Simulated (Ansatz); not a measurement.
# The perfect V wire along [111], 13 atoms a period, part 2 of 2

Aim: is the V wire along [111], 13 atoms a period a metal or a semiconductor?

Ansatz 0.2.0; DFT PBE, plane waves, PAW; relaxation of a wire's period; PAW set soft_1 (the session's first sound run).

So far: The structure; The relaxed wire.

### 2. The relaxed wire (continued)

Relaxation path:

```tsv
step	energy less that of the first step (eV)	largest force component (eV/Å)	pressure (GPa)	volume (Å³)
1	0.0000	1.6132	-4.73	557.99
2	-1.6186	0.1408	-0.47	539.48
3	-1.7167	0.2242	-0.01	530.23
4	-1.8607	0.3578	0.86	502.97
5	-1.9132	0.1672	0.08	507.49
6	-1.9335	0.0159	-0.05	504.58
7*	-1.9185	0.0150	-0.04	504.58
```

Relaxation steps marked * repeat the geometry before them on a plane-wave basis chosen anew for their cell, so energy and pressure can jump there.

Forces are held to the 4 operations that the run works with; a distortion that breaks them can't arise in this run.

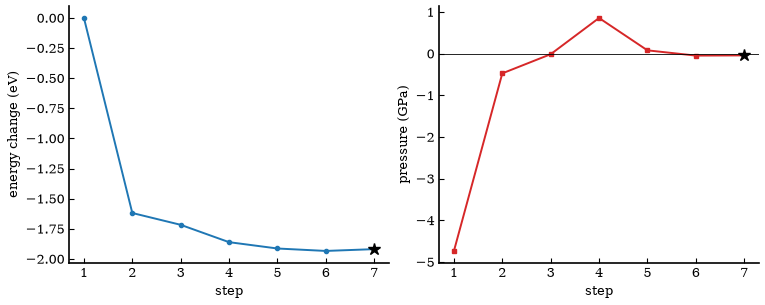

Energy and pressure along the relaxation. Stars mark steps on a basis chosen anew.

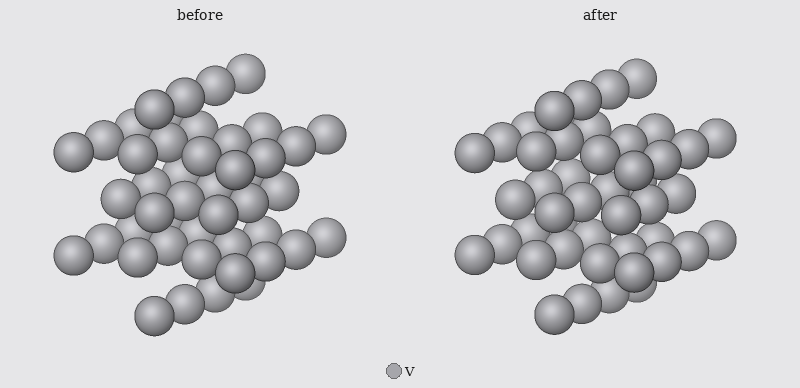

The structure before and after the relaxation, drawn at the same scale.

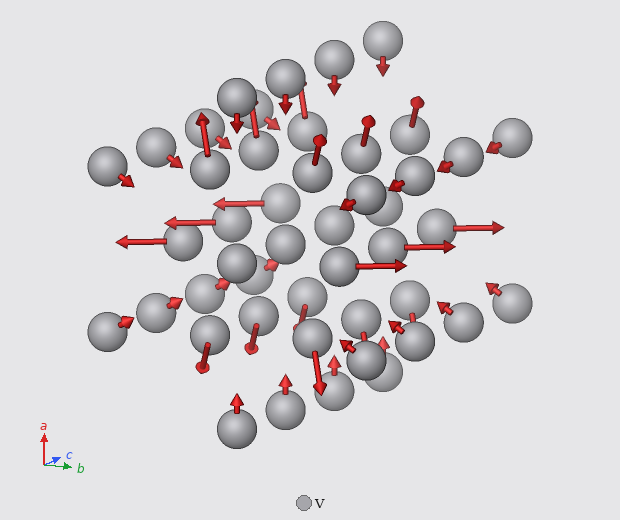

Displacements in the relaxation, exaggerated, measured against the changing cell; the longest in the cell stands for 0.15 Å. 1×1×3 cells are drawn. Some periodic images of atoms are drawn too.

```tsv
cell as run	before	after	change
c (Å)	2.589	2.342	-9.6 %
```

The atoms that moved most (Å, along periodic axes as changes of fractional coordinates times the final cell, across vacuum about the mean position):

```tsv
atom	dx	dy	dz	length
V9	0.000	-0.124	-0.078	0.147
V6	0.000	0.124	0.078	0.147
V7	0.106	-0.063	0.076	0.145
V10	0.106	0.063	-0.076	0.145
V5	-0.106	-0.063	0.076	0.145
V8	-0.106	0.063	-0.076	0.145
V13	-0.060	0.000	0.000	0.060
V1	0.060	0.000	0.000	0.060
```

Numbers from this step:

```yaml
energy_at_zero_smearing: -37846.7883 eV
cell_length_along_the_wire: 2.342 Å
```

The cell's length comes to 2.342 Å with spin left out.

### 3. The wire at its relaxed period

This step: DFT PBE, plane waves, PAW; bands of a perfect wire; PAW set soft_1 (Ansatz 0.2.0).

At the relaxed period the bands are computed along the axis; those that cross an energy going forward count the channels that a perfect wire would open there.

The input, input.yaml:

```yaml
crystal:
  lattice:
    - [15.257, 0.0, 0.0]
    - [0.0, 14.124, 0.0]
    - [0.0, 0.0, 2.341564557]
  atoms:
    - { symbol: V, position: [0.22675285, 0.5, 0.0] }
    - { symbol: V, position: [0.363291854, 0.755806616, 0.000613456] }
    - { symbol: V, position: [0.5, 0.5, 0.0] }
    - { symbol: V, position: [0.636708146, 0.755806616, 0.000613456] }
    - { symbol: V, position: [0.354464018, 0.409148609, 0.365956017] }
    - { symbol: V, position: [0.5, 0.681662371, 0.366579857] }
    - { symbol: V, position: [0.645535982, 0.409148609, 0.365956017] }
    - { symbol: V, position: [0.354464018, 0.590851391, 0.634043983] }
    - { symbol: V, position: [0.5, 0.318337629, 0.633420143] }
    - { symbol: V, position: [0.645535982, 0.590851391, 0.634043983] }
    - { symbol: V, position: [0.363291854, 0.244193384, 0.999386544] }
    - { symbol: V, position: [0.636708146, 0.244193384, 0.999386544] }
    - { symbol: V, position: [0.77324715, 0.5, 0.0] }
kpoints:
  mp_grid: { grid: [1, 1, 35] }
  band_path: { path: ["Γ", Z], npoints: 90 }
scf:
  occupations: { method: fermi_dirac, width: 0.05 }
hamiltonian:
  xc: pbe
  pseudopotentials: { kind: paw, azcp: { folder: soft_1 } }
output:
  dos: { e_range: [-5, 4] }
  write_potential: true
  write_density: true
  volumetric_format: npy
```

Run with:

```console
$ ansatz run input.yaml --threads 4 --pin off --max-ram 16384MiB --backend cpu --events-out ev --progress --plain --runs-dir out
```

Numbers of over 12 decimals in the logs are rounded to 6 here.

The log of the run:

```text
[...]
Crystal: 13 atoms, lattice volume = 504.583 Å³
Basis set: ecut = 420 eV, 9775 PW (Γ)
Bands: 102, of which v1, the nominal top of the filled ones, is band 85 counted from 1 (84 counted from 0)
Symmetry: 4 space group operations
[...]
k-points: 18 of 35
[...]
SCF iter   1: F=—  HF=-37869.482771 eV  |F-HF|=—  |Δ(HF+E_count)|=         —  Δρ=8.61e-2  dr2=2.72e2  ethr=3.10e-3  ⟨swp⟩=9.8  Hψ=8678  notcnv=0  defer=5
[...]
SCF iter  15: F=-37846.859243 eV  HF=-37846.859243 eV  |F-HF|=1.25e-8  |Δ(HF+E_count)|=   1.26e-7  Δρ=3.76e-6  dr2=8.93e-8  ethr=5.92e-11  ⟨swp⟩=20.6  Hψ=8173  notcnv=0
SCF 1 converged in 15 iterations: F = -37846.859243 eV  dr2 = 8.93e-8
[...]
NSCF: frozen V_eff on 91 k-points
WARN: The output density's exchange-correlation potential varies sharply where the density is thin. Do not read a vacuum level from v_tot or v_xc, or from such a field of the output density. On a cell that repeats whose density bears no net charge and no dipole along the vacuum's axis use v_es (v_loc + v_h of the components); under efield.dipole_correction with no amplitude use v_es + v_field, which holds any externa [...]
SCF converged after 15 iterations
Free energy (F): -37846.859243 eV
[...]
Internal energy: -37846.716046 eV  (E = F + TS)
E sigma→0 (E₀):  -37846.787644 eV
Entropy (-TS):   -0.143198 eV (-11.015 meV/atom)
Fermi energy:    3.561085 eV
[...]
--- Band table (eV; the first three rows and the last of 18) ---
  k-point 0: bands = [... 81 lower, 2.7137, 2.8130, 2.8783, 3.1703, 3.1787, 3.2885, 3.2904, 3.5266, ... 13 higher]
  k-point 1: bands = [... 81 lower, 2.7215, 2.8189, 2.8823, 3.1698, 3.1778, 3.2819, 3.2836, 3.5346, ... 13 higher]
  k-point 2: bands = [... 81 lower, 2.8025, 2.8375, 2.8951, 3.1682, 3.1749, 3.2627, 3.2638, 3.5580, ... 13 higher]
  k-point 17: bands = [... 81 lower, 3.8919, 4.0377, 4.0386, 4.3312, 4.6395, 4.6408, 4.6895, 4.7741, ... 13 higher]
```

It took 50 s on 4 threads of AMD EPYC 9R14 (Zen 4), shared host; peak memory 2.8 GiB.

In the SCF lines HF is the Harris–Foulkes energy and dr2 the Hartree energy of the density residual, in eV; the loop may stop once dr2 is under the threshold and the program's other checks hold. Hψ counts applications of the Hamiltonian.

This step gave:

```yaml
energy_at_zero_smearing: -37846.7876 eV
band_gap: 0 eV
```

The electronic bands at the labelled points (eV, zero at the Fermi level; # counts the bands kept):

```tsv
point	#29	#30	#31	#32	#33	#34	#35	#36
Γ	-0.87	-0.85	-0.75	-0.68	-0.39	-0.38	-0.27	-0.27
Z	0.34	0.34	0.48	0.48	0.76	1.09	1.09	1.14
```

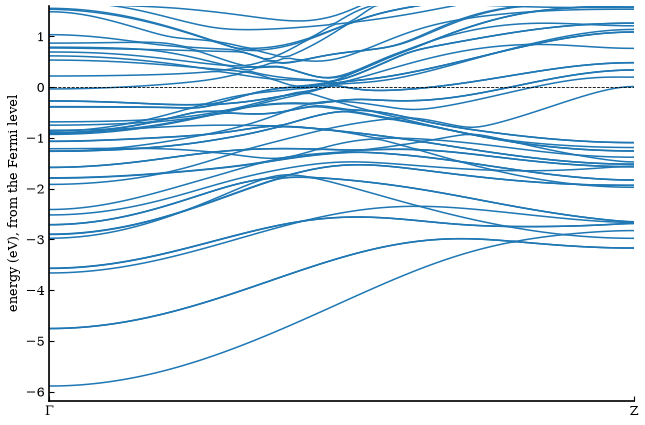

Electronic bands along the path.

Between Γ and Z the bands cross the Fermi level 15 times, so a perfect wire would conduct at least 15 G₀, with spin left out.

### 4. Results

| Property | Result |
| --- | --- |
| cell length, PBE | 2.342 Å |
| ballistic conductance by band crossings, a lower bound, PBE | 15 G₀ |

Under PBE the cell's length is 2.34 Å, and the bands cross the Fermi level 15 times between Γ and Z, which gives a perfect wire at least 15 G₀ (opposite crossings within one step of the path cancel in such a count). No spin was allowed, though thin wires with open d shells can turn magnetic.

[Logs are printed without paths, hosts, clocks, repeated set-up lines and the standing remarks that a program may print on its own settings, such as how far it seeks lower states.]

[Hosts, paths, dates, database ids (printed as entryN), source tags and the programs' standing remarks are cut or masked in the printed files.]
